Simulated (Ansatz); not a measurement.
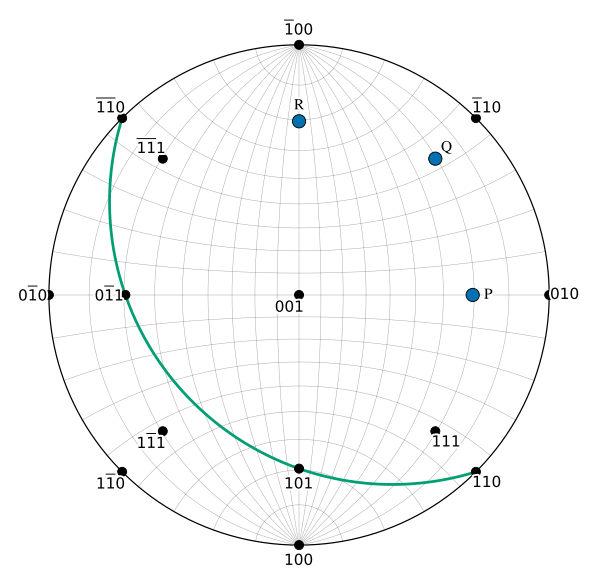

Stereographic projection of plane normals (upper hemisphere) centred on (0 0 1). Crystal: ReHg2Sb2, the end point of a relaxation with DFT PBE, scalar-relativistic, plane waves, PAW in Ansatz 0.2.0; the starting structure was generated, so it need not be a known form of this composition. Geometry calculated from the standardised cell; symmetry tolerance 0.002 Å.

a = 3.667 Å, b = 3.667 Å, c = 9.830 Å, α = 90.00°, β = 90.00°, γ = 90.00°.

Index the poles marked P, Q, R.

P is (0 1 1), 69.5° from the centre; Q is (−1 1 1), 75.2° from the centre; R is (−1 0 1), 69.5° from the centre.

Which zone does the coloured great circle trace?

The zone [1 −1 −1]: its poles satisfy h − k − l = 0.

What is the angle between the normals of (−1 −1 1) and (1 1 1), and what are their d_hkl = 1/|g|?

150.4°; d = 2.507 Å and 2.507 Å.
